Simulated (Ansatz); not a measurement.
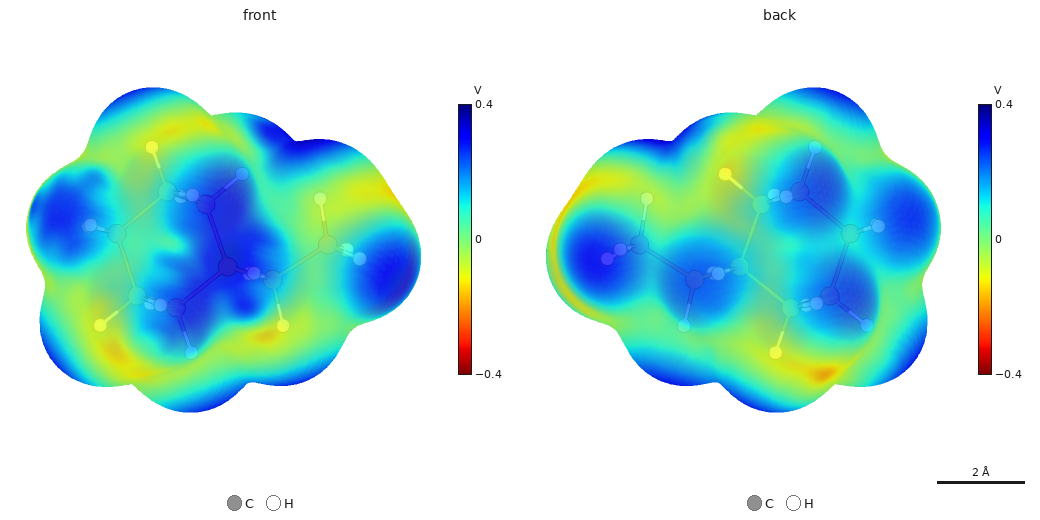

*C8H16. The molecular electrostatic potential painted on the density surface at 0.001 e/bohr³, seen from the front and from behind; red is negative and blue positive.*

Geometry: PBE0-D4/def2-TZVP.

These are results of Ansatz, RKS PBE0-D4/def2-TZVPP, not measurements.

Input

```
crystal:
  periodic: [false, false, false]
  atoms:
    - {symbol: C, position_ang: [2.603218, 0.971319, -0.143788]}
    - {symbol: C, position_ang: [1.560138, 0.092935, 0.526084]}
    - {symbol: C, position_ang: [0.602441, -0.596004, -0.446750]}
    - {symbol: C, position_ang: [-0.245372, 0.381019, -1.264602]}
    - {symbol: C, position_ang: [-1.302012, 1.085691, -0.423522]}
    - {symbol: C, position_ang: [-2.197759, 0.080127, 0.287312]}
    - {symbol: C, position_ang: [-1.380114, -0.899541, 1.118086]}
    - {symbol: C, position_ang: [-0.315439, -1.587182, 0.271635]}
    - {symbol: H, position_ang: [3.164932, 0.410692, -0.896979]}
    - {symbol: H, position_ang: [2.152866, 1.832508, -0.642674]}
    - {symbol: H, position_ang: [3.319860, 1.356901, 0.585090]}
    - {symbol: H, position_ang: [1.000733, 0.688085, 1.254652]}
    - {symbol: H, position_ang: [2.067232, -0.686219, 1.106721]}
    - {symbol: H, position_ang: [1.224828, -1.165423, -1.149593]}
    - {symbol: H, position_ang: [-0.749902, -0.182877, -2.058837]}
    - {symbol: H, position_ang: [0.391091, 1.112510, -1.770137]}
    - {symbol: H, position_ang: [-0.819410, 1.731879, 0.319195]}
    - {symbol: H, position_ang: [-1.901811, 1.745991, -1.057167]}
    - {symbol: H, position_ang: [-2.929292, 0.596411, 0.916316]}
    - {symbol: H, position_ang: [-2.771069, -0.479005, -0.463507]}
    - {symbol: H, position_ang: [-0.907309, -0.364246, 1.949421]}
    - {symbol: H, position_ang: [-2.034731, -1.649615, 1.572199]}
    - {symbol: H, position_ang: [0.282018, -2.264939, 0.890554]}
    - {symbol: H, position_ang: [-0.815126, -2.211008, -0.479749]}
basis:
  gaussian: {orbitals: def2-TZVPP}
hamiltonian: {xc: pbe0, dispersion: d4}
output: {orbitals: {seedname: orbitals}}
```

Run with:

```sh
ansatz run in.yaml --threads 4 --pin off --events-out ev --progress --plain --max-ram 66560MiB --backend cuda --devices 0, --max-vram 37GiB
```

Describe the electrostatic potential map.

Answer. The surface potential is weak everywhere (between −0.2 and +0.3 V): the molecule has no strongly electron-rich or electron-poor site.
